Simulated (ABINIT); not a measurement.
# A GW chain in ABINIT: LiCl (Fm-3m), part 2 of 2

Aim: the G0W0 gap of LiCl (Fm-3m) on PBE, step by step.

ABINIT 10.8.3; PBE and many-body steps on it, plane waves. Known limits of the many-body steps: not at the basis limit; coarse k mesh.

So far. Step 2 (Ground state): The gap is direct, at Γ. Step 3 (Bands along the symmetry lines): The gap is 6.282 eV, −0.002 eV from the run before at this level.

**4. Empty states on the mesh, 4×4×4 mesh, 264 bands**

Level of this step: DFT, PBE, plane waves, norm-conserving pseudopotentials (ABINIT).

The sums over transitions need many empty states on a uniform mesh; this step solves for them.

Contents of run.abi:

```
acell 3*1.0 Angstrom
rprim 
  0.000000000000 2.571500000000 2.571500000000
  2.571500000000 0.000000000000 2.571500000000
  2.571500000000 2.571500000000 -0.000000000000
ntypat 2
znucl 3 17
natom 2
typat 1 2
xred 
  0.000000000000 0.000000000000 0.000000000000
  0.500000000000 0.500000000000 0.500000000000
pp_dirpath "pseudos"
pseudos "Li.upf, Cl.upf"
ecut 33
ngkpt 4 4 4
nshiftk 1
shiftk 0 0 0
kptopt 1
chksymbreak 0
irdden 1
istwfk *1
nband 264
prtvol 0
optdriver 6
gwr_task "HDIAGO"
paral_kgb 0
occopt 1
indata_prefix "in"
outdata_prefix "out"
tmpdata_prefix "tmp"
```

On the command line:

```
> OMP_NUM_THREADS=1 mpirun -n 4 abinit run.abi > log
```

Numbers of over 12 decimals in the logs are rounded to 6 here.

Output:

```text
[banner, memory and clock lines left out]
.Version 10.8.3 of ABINIT. v10.8.2 released Aug 2026.

 Symmetries : space group Fm -3 m (#225); Bravais cF (face-center cubic)
[... echo of the input left out ...]
== DATASET  1 ==================================================================
-   mpi_nproc: 4, omp_nthreads: 1 (-1 if OMP is not activated)

--- !DatasetInfo
iteration_state: {dtset: 1, }
dimensions: {natom: 2, nkpt: 8, mband: 264, nsppol: 1, nspinor: 1, nspden: 1, mpw: 2120, }
cutoff_energies: {ecut:  33.0, pawecutdg:  -1.0, }
electrons: {nelect:   1.00000000E+01, charge:   0.00000000E+00, occopt:   1.00000000E+00, tsmear:   1.00000000E-02, }

.Using double precision arithmetic; gwpc =  8

- Reading GS density from: in_DEN

--- Pseudopotential description ------------------------------------------------
- Li Generated using ONCVPSP code by D. R. Hamann
-  3.00000   3.00000  171031                  znucl, zion, pspdat
12 -101130 1 -1 1944                          pspcod,pspxc,lmax,lloc,mmax
     nproj     2     2     0
  pspatm : epsatm=    2.74360059
         --- l  ekb(1:nproj) -->
             0   -4.951544   -1.544797
             1   -2.250661   -0.474685
 pspatm: atomic psp has been read  and splines computed

- Cl Generated using ONCVPSP code by D. R. Hamann
- 17.00000   7.00000  171031                  znucl, zion, pspdat
12 -101130 2 -1 1028                          pspcod,pspxc,lmax,lloc,mmax
     nproj     2     2     2
  pspatm : epsatm=    9.12776517
         --- l  ekb(1:nproj) -->
             0    8.139296    0.698720
             1    3.821713    1.107519
             2   -2.938609   -0.805455
 pspatm: atomic psp has been read  and splines computed

   1.18713658E+02                                ecore*ucvol(ha*bohr**3)

 Total charge density [el/Bohr^3]
)     Maximum=    2.7819E+00  at reduced coord.    0.0000    0.0000    0.0000
)     Minimum=    3.4706E-03  at reduced coord.    0.2500    0.2500    0.2500
   Integrated=    1.0000E+01

 === KS gaps after direct diagonalization ===
 Direct band gap semiconductor
 Fundamental gap:     6.285 (eV)
   VBM:     0.193 (eV) at k: [ 0.0000E+00,  0.0000E+00,  0.0000E+00]
   CBM:     6.477 (eV) at k: [ 0.0000E+00,  0.0000E+00,  0.0000E+00]
 Direct gap:         6.285 (eV) at k: [ 0.0000E+00,  0.0000E+00,  0.0000E+00]

== END DATASET(S) ==============================================================

 -outvars: echo values of variables after computation  --------
           etotal      0.0000000000E+00
            nband         264
             nkpt           8
          spgroup         225
 [... the other variables as echoed above ...]

 Calculation completed.
```

Elapsed: 17 s, on 4 MPI ranks of Arm Neoverse V1, shared host; peak memory 1.2 GiB.

Numbers from this step:

| Property | Result |
| --- | --- |
| gap | 6.285 eV |
| k of the valence top | 0, 0, 0 |
| k of the conduction bottom | 0, 0, 0 |
| least direct gap | 6.285 eV |
| k points computed | 8 |
| lowest point of the top converged band, above the valence top | 200.1605 eV |

On this mesh the gap is 6.285 eV.

**5. Screening, 4×4×4 mesh, 256 bands, screening to 261.2 eV**

The RPA dielectric matrix is built and inverted for each q.

This step: RPA screening on PBE, plane waves, norm-conserving pseudopotentials.

run.abi: that of step 4 with these lines changed.

```diff
@@ -20,10 +20,11 @@
 chksymbreak 0
-irdden 1
 istwfk *1
-nband 264
-prtvol 0
-optdriver 6
-gwr_task "HDIAGO"
-paral_kgb 0
 occopt 1
+irdwfk 1
+optdriver 3
+nband 256
+ecuteps 9.6
+inclvkb 2
+awtr 1
+symchi 1
 indata_prefix "in"
```

Output:

```text
.Version 10.8.3 of ABINIT. v10.8.2 released Aug 2026.

 Symmetries : space group Fm -3 m (#225); Bravais cF (face-center cubic)
[... echo of the input left out ...]
== DATASET  1 ==================================================================
-   mpi_nproc: 4, omp_nthreads: 1 (-1 if OMP is not activated)

--- !DatasetInfo
iteration_state: {dtset: 1, }
dimensions: {natom: 2, nkpt: 8, mband: 256, nsppol: 1, nspinor: 1, nspden: 1, mpw: 2120, }
cutoff_energies: {ecut:  33.0, pawecutdg:  -1.0, }
electrons: {nelect:   1.00000000E+01, charge:   0.00000000E+00, occopt:   1.00000000E+00, tsmear:   1.00000000E-02, }

 SCREENING: Calculation of the susceptibility and dielectric matrices

 Based on a program developped by R.W. Godby, V. Olevano, G. Onida, and L. Reining.
 Incorporated in ABINIT by V. Olevano, G.-M. Rignanese, and M. Torrent.
.Using double precision arithmetic ; gwpc =  8

[... cell and pseudopotentials left out ...]
--------------------------------------------------------------------------------

 ==== K-mesh for the wavefunctions ====
 Number of points in the irreducible wedge :     8
[... list of points left out ...]
 Together with 48 symmetry operations and time-reversal symmetry
 yields    64 points in the full Brillouin Zone.

 ==== Q-mesh for the screening function ====
 Number of points in the irreducible wedge :     8
[... list of points left out ...]
 Together with 48 symmetry operations and time-reversal symmetry
 yields    64 points in the full Brillouin Zone.

 setmesh: FFT mesh size selected  =    27x   27x   27
          total number of points  =        19683

 vcoul_init : cutoff-mode = AUXILIARY_FUNCTION
 q-points for optical limit:   1
     1)      0.000010    0.000020    0.000030

- screening: taking advantage of time-reversal symmetry
- Maximum band index for partially occupied states nbvw = 5
- Remaining bands to be divided among processors   nbcw = 251
- Number of bands treated by each node ~62

 Number of electrons calculated from density =   10.0000; Expected =   10.0000
 average of density, n =  0.043573
 r_s =    1.7629
 omega_plasma =   20.1355 [eV]

 calculating chi0 at frequencies [eV] :
  1    0.000000E+00    0.000000E+00
  2    0.000000E+00    2.013550E+01

--------------------------------------------------------------------------------
  q-point number  1        q = ( 0.000000, 0.000000, 0.000000) [r.l.u.]
--------------------------------------------------------------------------------
[... chi0 elements left out ...]
 For q-point:  0.000010 0.000020 0.000030
  dielectric constant =   2.8368
  dielectric constant without local fields =   3.3398

  Average fulfillment of the sum rule on Im[epsilon] for q-point    1 :     91.76  [%]
[... wings left out ...]
  q-point number  2        q = ( 0.250000, 0.000000, 0.000000) [r.l.u.]
--------------------------------------------------------------------------------
[... chi0 elements left out ...]
  Average fulfillment of the sum rule on Im[epsilon] for q-point    2 :     93.43  [%]

 [... 6 further q-points ...]
```

It took 34 s on 4 MPI ranks; peak memory 1.1 GiB; 2.3 min of CPU time.

Numbers from this step:

| Quantity | Value |
| --- | --- |
| ε∞ with local fields, on this mesh, along the program's q direction | 2.837 |
| the same without local fields | 3.340 |
| plasma frequency | 20.14 eV |
| plane waves in the screening matrix | 331 |

Local fields lower ε∞ by 15 %. On a Γ-centred mesh this coarse the value itself is usually too large, while a short band sum pulls it down.

**6. Self-energy, 4×4×4 mesh, 256 bands, screening to 261.2 eV**

The self-energy is evaluated for the states that the input lists, and the levels follow from it, in one-shot runs by the linearised quasiparticle equation.

This step: G0W0 on PBE, plane waves, norm-conserving pseudopotentials.

run.abi: that of step 5 with these lines changed.

```diff
@@ -23,8 +23,15 @@
 irdwfk 1
-optdriver 3
+optdriver 4
 nband 256
+gwcalctyp 0
+ecutsigx 33
+symsigma 1
+nkptgw 1
+kptgw 
+  0.0000000000 0.0000000000 0.0000000000
+bdgw 
+  3 9
 ecuteps 9.6
-inclvkb 2
-awtr 1
-symchi 1
+irdscr 1
+ppmodel 1
 indata_prefix "in"
```

Output:

```text
.Version 10.8.3 of ABINIT. v10.8.2 released Aug 2026.

 Symmetries : space group Fm -3 m (#225); Bravais cF (face-center cubic)
[... echo of the input left out ...]
== DATASET  1 ==================================================================
-   mpi_nproc: 4, omp_nthreads: 1 (-1 if OMP is not activated)

--- !DatasetInfo
iteration_state: {dtset: 1, }
dimensions: {natom: 2, nkpt: 8, mband: 256, nsppol: 1, nspinor: 1, nspden: 1, mpw: 2120, }
cutoff_energies: {ecut:  33.0, pawecutdg:  -1.0, }
electrons: {nelect:   1.00000000E+01, charge:   0.00000000E+00, occopt:   1.00000000E+00, tsmear:   1.00000000E-02, }

 SIGMA: Calculation of the GW corrections

 Based on a program developped by R.W. Godby, V. Olevano, G. Onida, and L. Reining.
 Incorporated in ABINIT by V. Olevano, G.-M. Rignanese, and M. Torrent.
.Using double precision arithmetic ; gwpc =  8

[... cell and pseudopotentials left out ...]
--------------------------------------------------------------------------------

 ==== K-mesh for the wavefunctions ====
 Number of points in the irreducible wedge :     8
[... list of points left out ...]
 Together with 48 symmetry operations and time-reversal symmetry
 yields    64 points in the full Brillouin Zone.

 ==== Q-mesh for screening function ====
 Number of points in the irreducible wedge :     8
[... list of points left out ...]
 Together with 48 symmetry operations and time-reversal symmetry
 yields    64 points in the full Brillouin Zone.

 vcoul_init : cutoff-mode = AUXILIARY_FUNCTION
 q-points for optical limit:   1
     1)      0.000010    0.000020    0.000030
 setmesh: FFT mesh size selected  =    36x   36x   36
          total number of points  =        46656

 Number of electrons calculated from density =   10.0000; Expected =   10.0000
 average of density, n =  0.043573
 r_s =    1.7629
 omega_plasma =   20.1355 [eV]

 === KS Band Gaps ===
  >>>> For spin  1
   Minimum direct gap =   6.2845 [eV], located at k-point      :   0.0000  0.0000  0.0000
   Fundamental gap    =   6.2845 [eV], Top of valence bands at :   0.0000  0.0000  0.0000
                                       Bottom of conduction at :   0.0000  0.0000  0.0000
 SIGMA fundamental parameters:
 PLASMON POLE MODEL  1
 number of plane-waves for SigmaX                 2085
 number of plane-waves for SigmaC and W            331
 number of plane-waves for wavefunctions          2085
 number of bands                                   256
 number of independent spin polarizations            1
 number of spinorial components                      1
 number of k-points in IBZ                           8
 number of q-points in IBZ                           8
 number of symmetry operations                      48
 number of k-points in BZ                           64
 number of q-points in BZ                           64
 number of frequencies for dSigma/dE                 9
 frequency step for dSigma/dE [eV]                0.25
 number of omega for Sigma on real axis              0
 max omega for Sigma on real axis  [eV]           0.00
 zcut for avoiding poles [eV]                     0.10

 EPSILON^-1 parameters (SCR file):
 dimension of the eps^-1 matrix on file            331
 dimension of the eps^-1 matrix used               331
 number of plane-waves for wavefunctions          2085
 number of bands                                   256
 number of q-points in IBZ                           8
 number of frequencies                               2
 number of real frequencies                          1
 number of imag frequencies                          1

 matrix elements of self-energy operator (all in [eV])

 Perturbative Calculation

--- !SelfEnergy_ee
iteration_state: {dtset: 1, }
kpoint     : [   0.000,    0.000,    0.000, ]
spin       : 1
KS_gap     :    6.285
QP_gap     :    9.015
Delta_QP_KS:    2.731
data: !SigmaeeData |
     Band     E0 <VxcDFT>   SigX SigC(E0)      Z dSigC/dE  Sig(E)    E-E0       E
        3   0.193 -14.695 -18.988   1.775   0.802  -0.247 -16.714  -2.019  -1.826
        4   0.193 -14.695 -18.988   1.775   0.802  -0.247 -16.714  -2.019  -1.826
        5   0.193 -14.695 -18.988   1.775   0.802  -0.247 -16.714  -2.019  -1.826
        6   6.477  -9.166  -4.665  -3.659   0.846  -0.182  -8.454   0.712   7.189
        7  11.985  -9.604  -4.344  -3.844   0.841  -0.189  -8.413   1.191  13.176
        8  11.985  -9.604  -4.344  -3.844   0.841  -0.189  -8.413   1.191  13.176
        9  11.985  -9.604  -4.344  -3.844   0.841  -0.189  -8.413   1.191  13.176

== END DATASET(S) ==============================================================
================================================================================

 -outvars: echo values of variables after computation  --------
           etotal      0.0000000000E+00
            nband         256
             nkpt           8
          spgroup         225
 [... the other variables as echoed above ...]

 Calculation completed.
```

Run time: 21 s. Hardware: 4 MPI ranks; peak memory 1.1 GiB.

Numbers from this step:

```
G0W0 gap on the points computed              : 9.015 eV
starting gap on the mesh                     : 6.285 eV
k of the valence top                         : 0, 0, 0
k of the conduction bottom                   : 0, 0, 0
Z at the valence top                         : 0.802
Z at the conduction bottom                   : 0.846
least direct G0W0 gap on the computed points : 9.015 eV
```

The gap on the mesh goes from 6.28 eV to 9.02 eV, a correction of +2.73 eV.

Limits: finite bands, cutoff and mesh; coarse k mesh. v1 is the top filled band, c1 the lowest empty one. The levels before and after the correction (eV, zero at the valence-band top of each column):

|  | conduction bottom | valence top |
| --- | --- | --- |
| Kohn-Sham | 6.28 | 0.00 |
| G0W0 | 9.02 | 0.00 |

|  | level | energy (eV) |
| --- | --- | --- |
| Kohn-Sham | Γ v3-v1 | 0.000 |
| Kohn-Sham | Γ c1 | 6.285 |
| Kohn-Sham | Γ c2-c4 | 11.792 |
| G0W0 | Γ v3-v1 | 0.000 |
| G0W0 | Γ c1 | 9.015 |
| G0W0 | Γ c2-c4 | 15.002 |

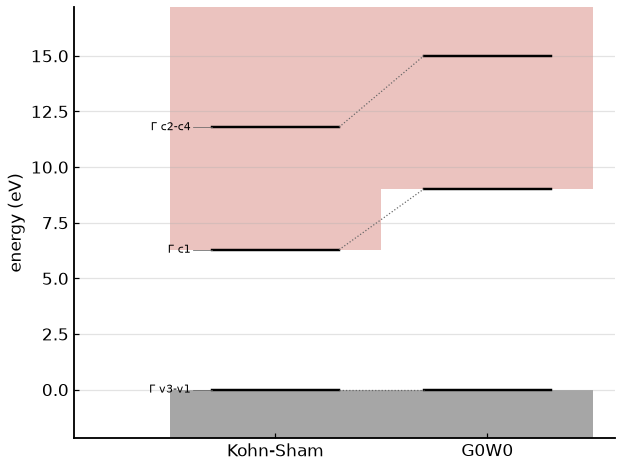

Levels before and after the correction. Shaded: valence and conduction bands.

**7. Where the time went**

Times are wall times on 4 MPI ranks of Arm Neoverse V1, shared host, good to a factor of about two.

| step | time | share | memory (GiB) |
| --- | --- | --- | --- |
| ground state | 6.3 s | 8 % | 0.27 |
| bands along the symmetry lines | 5.8 s | 7 % | 0.25 |
| empty states on the mesh | 17 s | 20 % | 1.2 |
| screening | 34 s | 41 % | 1.1 |
| self-energy | 21 s | 25 % | 1.1 |

**8. Results**

```json
{"PBE gap": "6.28 eV, indirect (only 2 meV under the direct gap)", "G0W0 gap on the mesh": "9.02 eV", "GW settings": "4×4×4 mesh, 256 bands, screening to 261.2 eV, Godby-Needs plasmon pole", "known limits": "not at the basis limit; coarse k mesh"}
```

What this shows: G0W0 moves the gap on the mesh from 6.28 eV to 9.02 eV (+2.73 eV), with Z of 0.80 and 0.85 at the edges. Local fields lower the RPA ε∞ on this mesh from 3.34 to 2.84; a Γ-centred mesh this coarse tends to raise both, most where the direct gap is narrow, while a short band sum lowers them. Only 1 of the mesh's irreducible points was corrected, so a valley elsewhere could overtake. The dearest step here is «screening». Bands and cutoff are finite, so the gap is not at the basis limit. The miss can reach some tenths of an eV and take either sign; the mesh is an error of its own. In the G0W0 run levels were corrected at 1 k point alone, so a gap called «on the mesh» is the least over those, and an edge elsewhere would be missed. The 4×4×4 mesh is coarse for this cell, which bears on the long-range parts of exchange and screening.

[Paths, hosts, dates, memory and timing lines, banners, echoed tables and standing remarks are left out of the program output.]

[Logs are printed without paths, hosts, clocks, repeated set-up lines and the standing remarks that a program may print on its own settings, such as how far it seeks lower states.]

[Runs of the session that timed out or met a known fault of the program may be left out.]

[Hosts, paths, dates, database ids (printed as entryN), source tags and the programs' standing remarks are cut or masked in the printed files.]

[G0W0 gaps are taken among the corrected bands and points alone; a level outside them can change the order at an edge.]

[Where Ansatz stands beside ABINIT at settings called matched, ABINIT's density can come from a denser mesh and the files from another edition; pairs whose starting gaps differed by over 0.03 eV were left out, so agreement reads better than it is.]
